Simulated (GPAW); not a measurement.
Band structure of Al2Au (Fm-3m, 3 atoms in the cell).

```xyz
3
Lattice="0.0000 3.0432 3.0432 3.0432 0.0000 3.0432 3.0432 3.0432 0.0000" Properties=species:S:1:pos:R:3 pbc="T T T"
Al     1.5216     1.5216     1.5216
Al     4.5648     4.5648     4.5648
Au     0.0000     0.0000     0.0000
```

Method of the run: PBE, GPAW PAW datasets PBE (gpaw-data 1.0.1) (plane waves; GPAW).

Settings: mode = pw; ecut = 600 eV; xc = PBE; kpts = 9 9 9; mesh shift (steps) = 0 0 0; occupations.name = fermi-dirac; occupations.width = 0.1 eV; nbands = -7; convergence.forces = 0.001 eV/Å; symmetry.symmorphic = false; symmetry.tolerance = 0.0005; maxiter = 120; bandpath_npoints = 40.

The starting cell comes from a database of computed structures (which also holds hypothetical and non-ambient phases and stackings), without a prior relaxation at this level. Its lattice was rescaled by a random factor within 2.5 % of one. Spin-orbit coupling is off.

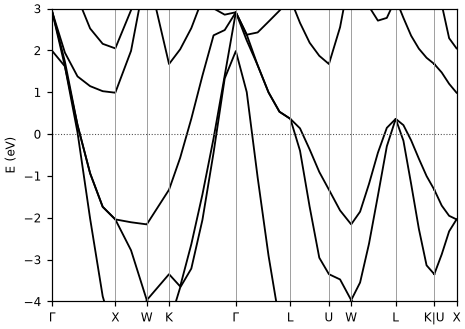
Figure: Bands along the path, energies from the Fermi level.

Levels in eV from the Fermi level, bands 6 to 12:
| point | 6 | 7 | 8 | 9 | 10 | 11 | 12 |
|---|---|---|---|---|---|---|---|
| Γ | -5.50 | 1.98 | 2.91 | 2.91 | 2.91 | 3.69 | 3.69 |
| X | -5.23 | -4.90 | -2.04 | -2.04 | 0.99 | 2.05 | 7.73 |
| W | -5.08 | -3.97 | -3.97 | -2.16 | 3.95 | 3.95 | 5.10 |
| K | -5.41 | -4.54 | -3.35 | -1.33 | 1.68 | 4.27 | 5.94 |
| L | -5.39 | -5.30 | 0.36 | 0.36 | 3.23 | 3.26 | 3.64 |
| U | -5.41 | -4.54 | -3.35 | -1.33 | 1.68 | 4.27 | 5.94 |

Bands cross the Fermi level along this path, so the cell is metallic at this level.
